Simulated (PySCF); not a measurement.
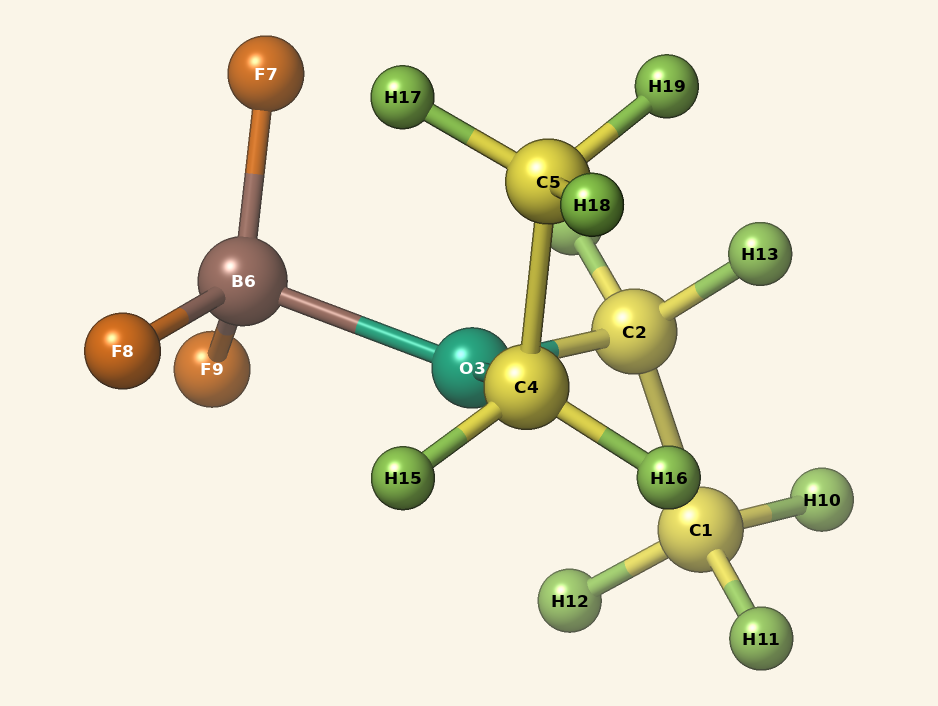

O3 lies behind C4. The molecule seen a little off the C4–O3 bond, C4 in front. Depth is shown by fading: the farther an atom, the more it takes the colour of the background. The geometry was computed by an optimisation with PBE0-D3(BJ)/def2-SVP. No frequency run is at hand to confirm it as a minimum.

What is the torsion angle C5–C4–O3–C2? The sign is positive where the front bond must turn clockwise to cover the back bond.

83°, about perpendicular.
